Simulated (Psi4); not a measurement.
**MN15/def2-TZVP (ints tolerance 1e-08, sweep point 4) run of CF2O (carbonyl fluoride)**

What is the vertical ionisation energy of CF2O (carbonyl fluoride) at MN15/def2-TZVP (ints tolerance 1e-08, sweep point 4)? 

Program for the calculation: Psi4 1.11.

## Step 1: The structure to begin with

The species is CF2O (4 atoms), typed as a singlet with charge 0. SMILES: `O=C(F)F`. The coordinates come from a GFN2-xTB relaxation.

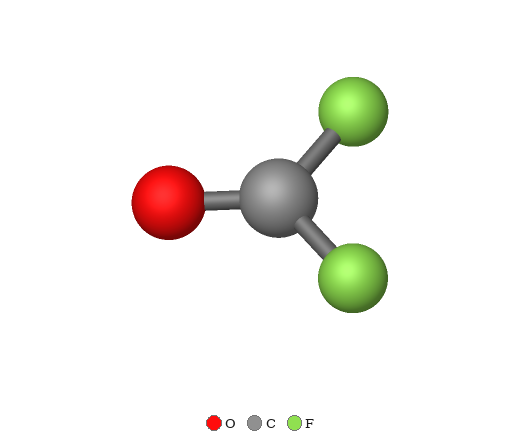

The structure, seen from a chosen angle (oxygen red, carbon grey, fluorine green).

## Step 2: The energy at MN15/def2-TZVP (ints tolerance 1e-08, sweep point 4)

Input file calc.dat:

```
memory 1600 MB

molecule m {
  O     -2.35046025    -0.29731061     0.29084775
  C     -0.19371583    -0.02488769     0.02437747
  F      1.60825142    -1.55592490     0.79835260
  F      0.93592466     1.87812321    -1.11357781
  units bohr
  symmetry c1
}

set {
  basis                def2-TZVP
  reference            rks
  puream               true
  scf_type             direct
  dft_radial_points    99
  dft_spherical_points 590
  ints_tolerance       1e-08
  maxiter              60
}

energy('mn15')
```

Started as:

```console
$ psi4 -i calc.dat -o calc.out -n 1
```

calc.out, shortened:

```text
[...]
  Running in c1 symmetry.
[...]
  Nuclear repulsion =  120.047493594272012
[...]
  Multiplicity = 1
[...]
  Nalpha       = 16
  Nbeta        = 16
[...]
    Number of basis functions: 124
[...]
   @DF-RKS iter   1:  -312.71384800339996   -1.78421e-01   6.00530e-03 DIIS/ADIIS
[...]
   @RKS iter  11:  -312.88677137601798    7.54312e-11   7.71053e-07 DIIS
[...]
    Orbital Energies [Eh]
    ---------------------
    Doubly Occupied:
       1A    -24.356785     2A    -24.356596     3A    -18.872995
       4A    -10.315757     5A     -1.381301     6A     -1.302684
       7A     -1.168797     8A     -0.746820     9A     -0.682788
      10A     -0.644905    11A     -0.610059    12A     -0.542195
      13A     -0.538088    14A     -0.520922    15A     -0.462854
      16A     -0.422881
[...]
  @RKS Final Energy:  -312.88677137601798
   => Energetics <=
    Nuclear Repulsion Energy =            120.0474935942720123
    One-Electron Energy =                -670.8919673217167201
    Two-Electron Energy =                 257.8882709749128139
    DFT Exchange-Correlation Energy =     -19.9305686234861277
    Empirical Dispersion Energy =           0.0000000000000000
    VV10 Nonlocal Energy =                  0.0000000000000000
    Total Energy =                       -312.8867713760179754
[...]
 Multipole Moments:
 ------------------------------------------------------------------------------------
     Multipole            Electronic (a.u.)      Nuclear  (a.u.)        Total (a.u.)
 ------------------------------------------------------------------------------------
 L = 1.  Multiply by 2.5417464519 to convert [e a0] to [Debye]
 Dipole X            :          1.5108824           -1.1490408            0.3618416
 Dipole Y            :          0.1904358           -0.1454939            0.0449418
 Dipole Z            :         -0.1865017            0.1423434           -0.0441583
 Magnitude           :                                                    0.3672861
[...]
```

Wall time 18 s (1 thread of Intel Xeon 6975P-C (Granite Rapids), shared host); peak memory 1.1 GiB.

## Step 3: The doublet cation, same level

Input file cf2o.dat:

```
memory 1.6 GB

molecule molecule1 {
  1 2
  O     -2.35046025    -0.29731061     0.29084775
  C     -0.19371583    -0.02488769     0.02437747
  F      1.60825142    -1.55592490     0.79835260
  F      0.93592466     1.87812321    -1.11357781
  units au
  symmetry c1
}

set {
  reference uks
  puream true
  scf_type direct
  dft_radial_points 99
  dft_spherical_points 590
  ints_tolerance 1e-08
  maxiter 150
}

energy('mn15/def2-TZVP')
```

Started as:

```console
$ psi4 -i cf2o.dat -o cf2o.out -n 1
```

cf2o.out, shortened:

```text
[...]
  Running in c1 symmetry.
[...]
  Nuclear repulsion =  120.047493594272012
[...]
  Multiplicity = 2
[...]
  Nalpha       = 16
  Nbeta        = 15
[...]
    Number of basis functions: 124
[...]
   @DF-UKS iter   1:  -312.26008392169757    2.75343e-01   4.14099e-03 DIIS/ADIIS
[...]
   @UKS iter  14:  -312.38196883545055    1.13306e-09   9.58503e-07 DIIS
[...]
   @S^2 Observed:                7.545699211E-01
[...]
    Orbital Energies [Eh]
    ---------------------
    Alpha Occupied:
       1A    -24.681546     2A    -24.681471     3A    -19.350085
       4A    -10.679773     5A     -1.705924     6A     -1.614004
       7A     -1.600586     8A     -1.058405     9A     -1.021589
      10A     -0.991029    11A     -0.979304    12A     -0.873064
      13A     -0.867792    14A     -0.842390    15A     -0.838987
      16A     -0.813933
    Alpha Virtual:
      17A     -0.336150    18A     -0.194795    19A     -0.079090
      20A     -0.028626    21A      0.007897    22A      0.018996
      23A      0.020755    24A      0.172503    25A      0.209146
[...]
  @UKS Final Energy:  -312.38196883545055
   => Energetics <=
    Nuclear Repulsion Energy =            120.0474935942720123
    One-Electron Energy =                -659.8032917682205607
    Two-Electron Energy =                 247.0424190841218035
    DFT Exchange-Correlation Energy =     -19.6685897456238834
    Empirical Dispersion Energy =           0.0000000000000000
    VV10 Nonlocal Energy =                  0.0000000000000000
    Total Energy =                       -312.3819688354506070
[...]
 Multipole Moments:
 ------------------------------------------------------------------------------------
     Multipole            Electronic (a.u.)      Nuclear  (a.u.)        Total (a.u.)
 ------------------------------------------------------------------------------------
 L = 1.  Multiply by 2.5417464519 to convert [e a0] to [Debye]
 Dipole X            :          0.5231745           -1.1490408           -0.6258664
 Dipole Y            :          0.0656834           -0.1454939           -0.0798105
 Dipole Z            :         -0.0643377            0.1423434            0.0780056
 Magnitude           :                                                    0.6357384
[...]
```

It took 32 s on 1 thread of Intel Xeon 6975P-C (Granite Rapids), shared host; peak memory 1.1 GiB.

## Step 4: What came out

Level: MN15/def2-TZVP (ints tolerance 1e-08, sweep point 4).

```
                                          quantity          value
                        singlet CF2O: total energy  -312.88677 Eh
                       singlet CF2O: dipole moment         0.93 D
                         singlet CF2O: HOMO energy      -11.51 eV
                         singlet CF2O: LUMO energy        0.28 eV
                       singlet CF2O: HOMO–LUMO gap       11.79 eV
                      doublet cation: total energy  -312.38197 Eh
doublet cation: HOMO energy (highest over α and β)      -22.15 eV
 doublet cation: LUMO energy (lowest over α and β)      -15.85 eV
                              doublet cation: ⟨S²⟩          0.755
vertical ionisation energy (to the doublet cation)      13.736 eV
```

Removing an electron at fixed nuclei costs 13.74 eV (1325 kJ/mol). The negative HOMO energy of the first species, 11.51 eV, lies 2.23 eV below that difference.
